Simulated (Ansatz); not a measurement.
# AlGaHF+ (doublet): correlated methods under varied settings

What do other methods and options give for AlGaHF+ (doublet) at this geometry, and how long do they take?

Program: Ansatz 0.2.0, Gaussian basis. Level of theory: the settings change from run to run. These are calculated values, not measurements.

27 further runs of the same task are left out: 17 that didn't finish, 10 set aside as unsound or not needed.

## 1. The system

The geometry is a PBE0/def2-TZVP stationary point (not a proven minimum) of the parent state, kept for this charge and spin. No spin-orbit coupling is included. The filled d shell of Ga may be among the frozen orbitals whatever the setting's name suggests; the logs give the count.

4 atoms, charge 1, spin multiplicity 2.

Atoms are counted from 1 here; the program's logs count them from 0.

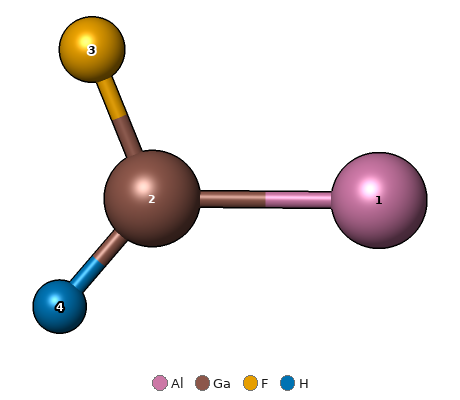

The structure; aluminium pink, gallium brown, fluorine amber, hydrogen blue; atoms are numbered from 1 in the order of the file.

Geometry (Å):

```
Al    0.00000   -0.28184    2.02836
Ga    0.00000    0.36610   -0.37495
F     0.00000   -1.03810   -1.44957
H     0.00000    1.78666   -1.03801
```

## 2. MP2 on ROHF/cc-pVDZ

in.yaml

```yaml
crystal:
  periodic: [false, false, false]
  atoms:
    - {symbol: Al, position_ang: [0.000000, -0.281835, 2.028359]}
    - {symbol: Ga, position_ang: [0.000000, 0.366101, -0.374949]}
    - {symbol: F, position_ang: [0.000000, -1.038096, -1.449566]}
    - {symbol: H, position_ang: [0.000000, 1.786664, -1.038005]}
basis:
  gaussian: {orbitals: cc-pVDZ}
total_charge: 1
magnetization: {spin_polarized: false, initial_magnetization: 1}
correlation: {method: mp2, electrons: outside_noble_gas}
```

Run with:

```bash
> ansatz run in.yaml --threads 1 --pin off --events-out ev --progress --plain --max-ram 2393MiB
```

Standard output:

```text
Functional definition: HF
  name "HF"
  cite "Fock, Z. Phys. 61, 126 (1930) doi:10.1007/BF01340294"
  parent pbe
  exchange = exact_x
  correlation = 0
679 factors; integrals over basis functions are off by at most 7.5e-4 eV
mean field evaluation 1: about -61622.4851 eV, gradient 6.4e1 eV
mean field evaluation 2: about -61622.5230 eV, gradient 6.3e1 eV
mean field evaluation 4: about -61630.6274 eV, gradient 1.5e1 eV
mean field evaluation 8: about -61631.3132 eV, gradient 7.3e-1 eV
mean field evaluation 16: about -61631.3366 eV, gradient 2.9e-6 eV
mean field evaluation 32: about -61631.3277 eV, gradient 1.1e0 eV
mean field -61631.33662594 eV, -2264.9098457829 hartree, gradient 3.0e-6 eV, S^2 0.750000; 2 other end points of the search recorded, 0 dependent functions left out
mean field evaluation 64: about -61624.3629 eV, gradient 1.5e1 eV
mean field evaluation 96: about -61625.6364 eV, gradient 2.6e0 eV
20 core orbitals not correlated, not the lowest: weight in the atoms' cores, before any rotation towards them, 0.948 or more for the frozen orbitals, at most 0.052 for the correlated occupied ones
reference -61631.33662594 eV, -2264.9098457829 hartree; 7, 6 occupied and 37, 38 virtual orbitals, 679 factors
second order -7.38760121 eV of doubles, -0.05324375 eV of singles
Total energy: -61638.77747090 eV, -2265.1832917915 hartree
```

Wall time 12 s (1 thread of Intel Xeon at 2.50GHz, shared host).

## 3. NEVPT2(3,4)/6-31G

in.yaml, as its differences from that of step 2:

```diff
@@ -8,5 +8,6 @@
 basis:
-  gaussian: {orbitals: cc-pVDZ}
+  gaussian: {orbitals: 6-31G}
 total_charge: 1
 magnetization: {spin_polarized: false, initial_magnetization: 1}
-correlation: {method: mp2, electrons: outside_noble_gas}
+hamiltonian: {pseudopotentials: {relativity: scalar}}
+correlation: {method: sc_nevpt2, electrons: valence, active_space: {window: {electrons: 3, orbitals: 4}}}
```

Same command.

Standard output (excerpt; [...] marks lines left out):

```text
Functional definition: HF
  name "HF"
  cite "Fock, Z. Phys. 61, 126 (1930) doi:10.1007/BF01340294"
  parent pbe
[...]
504 factors; integrals over basis functions are off by at most 5.9e-4 eV
[...]
mean field -62049.49152365 eV, -2280.2767548382 hartree, gradient 2.1e-6 eV, S^2 0.750000; 2 other end points of the search recorded, 0 dependent functions left out
reference -62049.49152365 eV, -2280.2767548382 hartree; 27, 26 occupied and 26, 27 virtual orbitals, 504 factors
state -62050.02998383 eV, -2280.2965428849 hartree
state -62050.02998383 eV, -2280.2965428849 hartree; corrected -62058.97159020 eV, -2280.6251408583 hartree
state -62050.00049283 eV, -2280.2954591107 hartree
state -62050.00049283 eV, -2280.2954591107 hartree; corrected -62059.18229540 eV, -2280.6328841312 hartree
state -62050.00049283 eV, -2280.2954591107 hartree; corrected -62059.18229540 eV, -2280.6328841312 hartree
state -62049.99082459 eV, -2280.2951038094 hartree
state -62049.99082459 eV, -2280.2951038094 hartree; corrected -62059.21358709 eV, -2280.6340340798 hartree
state -62049.99082459 eV, -2280.2951038094 hartree; corrected -62059.21358709 eV, -2280.6340340798 hartree
the orbitals are reached from a further start. From the first start the search ends at -62050.02997733 eV, -2280.2965426458 hartree
WARN: the results are in doubt because another end's mean lies 0.039 eV lower, and its corrected mean 0.242 eV higher
Total energy: -62059.21358709 eV, -2280.6340340798 hartree
Relativity: scalar
In doubt: another end's mean lies 0.039 eV lower, and its corrected mean 0.242 eV higher
```

It took 24 s on 1 thread of Intel Xeon at 2.50GHz, shared host.

From the report: 12 determinants; active occupations 1.95, 0.99, 0.03, 0.02. Mind the lines of doubt at the end of the log.

## 4. BCCD(T) on ROHF/cc-pVDZ

in.yaml

```yaml
crystal:
  periodic: [false, false, false]
  atoms:
    - {symbol: Al, position_ang: [0.000000, -0.281835, 2.028359]}
    - {symbol: Ga, position_ang: [0.000000, 0.366101, -0.374949]}
    - {symbol: F, position_ang: [0.000000, -1.038096, -1.449566]}
    - {symbol: H, position_ang: [0.000000, 1.786664, -1.038005]}
basis:
  gaussian: {orbitals: cc-pVDZ, fitting: {mean_field: def2-universal-jkfit}}
total_charge: 1
magnetization: {spin_polarized: false, initial_magnetization: 1}
correlation: {method: bccd_t, electrons: outside_noble_gas}
```

Same command.

Standard output (excerpt; [...] marks lines left out):

```text
Functional definition: HF
  name "HF"
  cite "Fock, Z. Phys. 61, 126 (1930) doi:10.1007/BF01340294"
  parent pbe
[...]
489 factors; integrals over basis functions are off by at most 3.7e-1 eV
[...]
mean field -61631.33359582 eV, -2264.9097344280 hartree, gradient 3.6e-6 eV, S^2 0.750000; 4 other end points of the search recorded, 0 dependent functions left out
[...]
determinant -61631.33359582 eV, -2264.9097344280 hartree, with singles and doubles -61639.39902871 eV, -2265.2061336199 hartree
determinant -61629.42237431 eV, -2264.8394983332 hartree, with singles and doubles -61637.76442098 eV, -2265.1460628936 hartree
determinant -61629.02893851 eV, -2264.8250398340 hartree, with singles and doubles -61637.35393551 eV, -2265.1309778308 hartree
20 core orbitals not correlated, not the lowest: weight in the atoms' cores, before any rotation towards them, 0.948 or more for the frozen orbitals, at most 0.052 for the correlated occupied ones
reference -61631.33359582 eV, -2264.9097344280 hartree; 7, 6 occupied and 37, 38 virtual orbitals, 489 factors
second order -7.38513430 eV of doubles, -0.05324197 eV of singles
cycle   1  -8.04495285 eV  change    2.0e-2 eV  update   1.8e-2
[...]
cycle  11  -8.04566594 eV  change    1.0e-5 eV  update   1.4e-5
perturbative correction -0.20554170 eV, -0.0075535181 hartree
Total energy: -61639.58480346 eV, -2265.2129607160 hartree
```

Wall time 25 s (1 thread of Intel Xeon at 2.50GHz, shared host).

From the report: correlation -8.2512 eV; largest double amplitude 0.07.

## 5. CISD/def2-SVP

in.yaml, as its differences from that of step 4:

```diff
@@ -8,5 +8,6 @@
 basis:
-  gaussian: {orbitals: cc-pVDZ, fitting: {mean_field: def2-universal-jkfit}}
+  gaussian: {orbitals: def2-SVP}
 total_charge: 1
 magnetization: {spin_polarized: false, initial_magnetization: 1}
-correlation: {method: bccd_t, electrons: outside_noble_gas}
+correlation: {active_space: {ras: {orbitals: [6, 1, 42], electrons: 13, max_holes: 2, max_particles: 2}, fixed_orbitals: true}}
+scf: {lower_state_search: off}
```

Launched as before.

Standard output (excerpt; [...] marks lines left out):

```text
Functional definition: HF
  name "HF"
  cite "Fock, Z. Phys. 61, 126 (1930) doi:10.1007/BF01340294"
  parent pbe
[...]
658 factors; integrals over basis functions are off by at most 1.3e-3 eV
[...]
mean field -61620.90210876 eV, -2264.5263843491 hartree, gradient 8.7e-7 eV, S^2 0.750000; 0 other end points of the search recorded, 0 dependent functions left out
reference -61620.90210876 eV, -2264.5263843491 hartree; 27, 26 occupied and 42, 43 virtual orbitals, 658 factors
state -61627.22974344 eV, -2264.7589206349 hartree
Total energy: -61627.22974344 eV, -2264.7589206349 hartree
Checks for a lower state left out: stability, starts, cluster_reference, orbital_swaps, neighbouring_geometries, increment
```

It took 16 s on 1 thread of Intel Xeon at 2.50GHz, shared host.

From the report: 86,589 determinants.

## 6. HF/cc-pVDZ

in.yaml

```yaml
crystal:
  periodic: [false, false, false]
  atoms:
    - {symbol: Al, position_ang: [0.000000, -0.281835, 2.028359]}
    - {symbol: Ga, position_ang: [0.000000, 0.366101, -0.374949]}
    - {symbol: F, position_ang: [0.000000, -1.038096, -1.449566]}
    - {symbol: H, position_ang: [0.000000, 1.786664, -1.038005]}
basis:
  gaussian: {orbitals: cc-pVDZ}
total_charge: 1
magnetization: {spin_polarized: false, initial_magnetization: 1}
hamiltonian: {xc: hf}
scf: {lower_state_search: full}
output: {orbitals: {seedname: orbitals}}
```

The command is unchanged.

Standard output (excerpt; [...] marks lines left out):

```text
Functional definition: HF
  name "HF"
  cite "Fock, Z. Phys. 61, 126 (1930) doi:10.1007/BF01340294"
  parent pbe
[...]
679 factors; integrals over basis functions are off by at most 7.5e-4 eV
[...]
mean field -61631.33662594 eV, -2264.9098457829 hartree, gradient 3.9e-5 eV, S^2 0.750000; 8 other end points of the search recorded, 0 dependent functions left out
reference -61631.33662594 eV, -2264.9098457829 hartree; 27, 26 occupied and 37, 38 virtual orbitals, 679 factors
Total energy: -61631.33662594 eV, -2264.9098457829 hartree
```

It took 12 s on 1 thread of Intel Xeon at 2.50GHz, shared host.

## 7. HF/6-31G

in.yaml, as its differences from that of step 6:

```diff
@@ -8,3 +8,3 @@
 basis:
-  gaussian: {orbitals: cc-pVDZ}
+  gaussian: {orbitals: 6-31G}
 total_charge: 1
@@ -12,3 +12,3 @@
 hamiltonian: {xc: hf}
-scf: {lower_state_search: full}
+scf: {lower_state_search: off}
 output: {orbitals: {seedname: orbitals}}
```

The command is unchanged.

Standard output:

```text
Functional definition: HF
  name "HF"
  cite "Fock, Z. Phys. 61, 126 (1930) doi:10.1007/BF01340294"
  parent pbe
  exchange = exact_x
  correlation = 0
these checks for a lower state are left out or cut short: stability, starts, cluster_reference, orbital_swaps, neighbouring_geometries, increment
502 factors; integrals over basis functions are off by at most 6.0e-4 eV
mean field evaluation 1: about -61613.2960 eV, gradient 6.4e1 eV
mean field evaluation 2: about -61613.3373 eV, gradient 6.4e1 eV
mean field evaluation 4: about -61621.3951 eV, gradient 1.6e1 eV
mean field evaluation 8: about -61622.1262 eV, gradient 1.1e0 eV
mean field evaluation 16: about -61622.1479 eV, gradient 1.7e-6 eV
mean field -61622.14791511 eV, -2264.5721668881 hartree, gradient 1.7e-6 eV, S^2 0.750000; 0 other end points of the search recorded, 0 dependent functions left out
reference -61622.14791511 eV, -2264.5721668881 hartree; 27, 26 occupied and 26, 27 virtual orbitals, 502 factors
Total energy: -61622.14791511 eV, -2264.5721668881 hartree
Checks for a lower state left out: stability, starts, cluster_reference, orbital_swaps, neighbouring_geometries, increment
```

It took 1.7 s on 1 thread of Intel Xeon at 2.50GHz, shared host.

## 8. MP2 on UHF/cc-pVDZ

in.yaml, as its differences from that of step 7:

```diff
@@ -8,7 +8,5 @@
 basis:
-  gaussian: {orbitals: 6-31G}
+  gaussian: {orbitals: cc-pVDZ}
 total_charge: 1
-magnetization: {spin_polarized: false, initial_magnetization: 1}
-hamiltonian: {xc: hf}
-scf: {lower_state_search: off}
-output: {orbitals: {seedname: orbitals}}
+magnetization: {spin_polarized: true, initial_magnetization: 1}
+correlation: {method: mp2, electrons: outside_noble_gas}
```

The command is unchanged.

Standard output (excerpt; [...] marks lines left out):

```text
Functional definition: HF
  name "HF"
  cite "Fock, Z. Phys. 61, 126 (1930) doi:10.1007/BF01340294"
  parent pbe
[...]
679 factors; integrals over basis functions are off by at most 7.5e-4 eV
[...]
mean field -61631.45766572 eV, -2264.9142939129 hartree, gradient 2.0e-6 eV, S^2 0.777932; 0 other end points of the search recorded, 0 dependent functions left out
20 core orbitals not correlated, not the lowest: weight in the atoms' cores, before any rotation towards them, 0.948 or more for the frozen orbitals, at most 0.053 for the correlated occupied ones
reference -61631.45766572 eV, -2264.9142939129 hartree; 7, 6 occupied and 37, 38 virtual orbitals, 679 factors
second order -7.34524667 eV of doubles, -0.00000000 eV of singles
Total energy: -61638.80291239 eV, -2265.1842267492 hartree
```

It took 9 s on 1 thread of Intel Xeon at 2.50GHz, shared host.

From the report: ⟨S²⟩ of the determinant 0.778 (pure doublet: 0.75).

## 9. CCSD(T) on ROHF/cc-pVDZ

in.yaml, as its differences from that of step 8:

```diff
@@ -10,3 +10,4 @@
 total_charge: 1
-magnetization: {spin_polarized: true, initial_magnetization: 1}
-correlation: {method: mp2, electrons: outside_noble_gas}
+magnetization: {spin_polarized: false, initial_magnetization: 1}
+correlation: {method: ccsd_t, electrons: valence}
+scf: {lower_state_search: light}
```

The command is unchanged.

Standard output (excerpt; [...] marks lines left out):

```text
Functional definition: HF
  name "HF"
  cite "Fock, Z. Phys. 61, 126 (1930) doi:10.1007/BF01340294"
  parent pbe
[...]
679 factors; integrals over basis functions are off by at most 7.5e-4 eV
[...]
mean field -61631.33662594 eV, -2264.9098457829 hartree, gradient 3.0e-6 eV, S^2 0.750000; 4 other end points of the search recorded, 0 dependent functions left out
[...]
determinant -61631.33662594 eV, -2264.9098457829 hartree, with singles and doubles -61639.92746175 eV, -2265.2255531758 hartree
determinant -61629.42561211 eV, -2264.8396173199 hartree, with singles and doubles -61638.27381804 eV, -2265.1647828902 hartree
determinant -61629.03195811 eV, -2264.8251508022 hartree, with singles and doubles -61637.85716141 eV, -2265.1494710415 hartree
15 core orbitals not correlated: weight in the atoms' cores, before any rotation towards them, 1.000 or more for the frozen orbitals, at most 0.000 for the correlated occupied ones
reference -61631.33662594 eV, -2264.9098457829 hartree; 12, 11 occupied and 37, 38 virtual orbitals, 679 factors
second order -7.89814419 eV of doubles, -0.05372366 eV of singles
cycle   1  -8.59468476 eV  change   -3.8e-3 eV  update   3.0e-3
[...]
cycle   8  -8.59616087 eV  change   -8.6e-6 eV  update   2.8e-5
perturbative correction -0.21635879 eV, -0.0079510389 hartree
Total energy: -61640.14914560 eV, -2265.2336999070 hartree
```

Wall time 32 s (1 thread of Intel Xeon at 2.50GHz, shared host).

From the report: correlation -8.8125 eV; T1 0.027; largest double amplitude 0.07.

## 10. All runs side by side

Where basis and cores are those of an earlier UCCSDT(Q)/cc-pVDZ run (-61639.6287 eV), and the state is the same kind, the miss against it is given. † marks a result that the program doubts.

```
                               level         correlated  functions  energy (eV)  from UCCSDT(Q) (meV)   time
                 MP2 on ROHF/cc-pVDZ  outside noble gas         64  -61638.7775                 851.2   12 s
NEVPT2(3,4)/6-31G (relativity set) †            valence         53  -62059.2136                         24 s
             BCCD(T) on ROHF/cc-pVDZ  outside noble gas         64  -61639.5848                  43.9   25 s
                       CISD/def2-SVP  outside noble gas         69  -61627.2297                         16 s
                          HF/cc-pVDZ                            64  -61631.3366                8292.1   12 s
                            HF/6-31G                            53  -61622.1479                        1.7 s
                  MP2 on UHF/cc-pVDZ  outside noble gas         64  -61638.8029                 825.8    9 s
             CCSD(T) on ROHF/cc-pVDZ            valence         64  -61640.1491                         32 s
```

## 11. Results

| quantity | value |
| --- | --- |
| runs | 8 |
| quickest | HF/6-31G, 1.7 s |
| slowest | CCSD(T) on ROHF/cc-pVDZ, 32 s |

Total energies in different bases, with other cores or another treatment of relativity can't be set against each other. CCSD(T) on ROHF/cc-pVDZ took 19 times as long as HF/6-31G; the jobs differ in more than the method. Among the correlated runs with a miss given, it spans +44 to +851 meV. Hartree-Fock, CASSCF and CASCI lack dynamic correlation by design.
